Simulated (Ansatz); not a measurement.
Species, as SMILES: F[CH]F, doublet.
Atoms: C1, F2, F3, H4. Bonds: C1-F2, C1-F3, C1-H4.

Basis-set convergence of the harmonic zero-point energy at PBE with Ansatz (a program for electronic structure). Each level at its own minimum, finite differences of forces, unscaled; the reference is a large set that could be run, not a limit. Cartesian d functions, on some or all atoms, in 6-31G**; all else is spherical. The program fits the integrals of some runs and decomposes those of others, by size. Core-valence sets carry the plain set on hydrogen. Open shells are unrestricted. No added dispersion term, no relativity. Reference: the value in aug-pcseg-2, 11.50 kcal/mol. Deviations are taken from unrounded values.

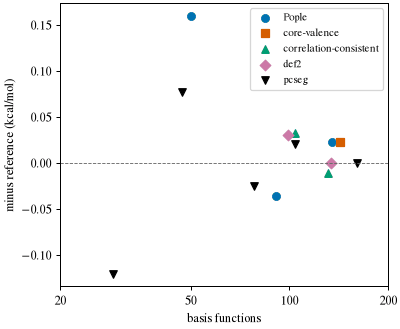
Figure. Deviation from the reference against the number of basis functions, by family of sets.

| basis | functions | harmonic zero-point energy (kcal/mol) | minus reference (kcal/mol) |
|---|---|---|---|
| pcseg-0 | 29 | 11.38 | -0.12 |
| pcseg-1 | 47 | 11.58 | 0.08 |
| 6-31G** | 50 | 11.66 | 0.16 |
| aug-pcseg-1 | 78 | 11.48 | -0.02 |
| 6-311++G(2d,2p) | 91 | 11.47 | -0.04 |
| def2-TZVP | 99 | 11.53 | 0.03 |
| cc-pVTZ | 104 | 11.54 | 0.03 |
| pcseg-2 | 104 | 11.52 | 0.02 |
| jun-cc-pV(T+d)Z | 131 | 11.49 | -0.01 |
| def2-TZVPPD | 134 | 11.50 | 0.00 |
| 6-311++G(3df,3pd) | 135 | 11.53 | 0.02 |
| cc-pCVTZ | 143 | 11.53 | 0.02 |
| aug-pcseg-2 | 161 | 11.50 | 0.00 |
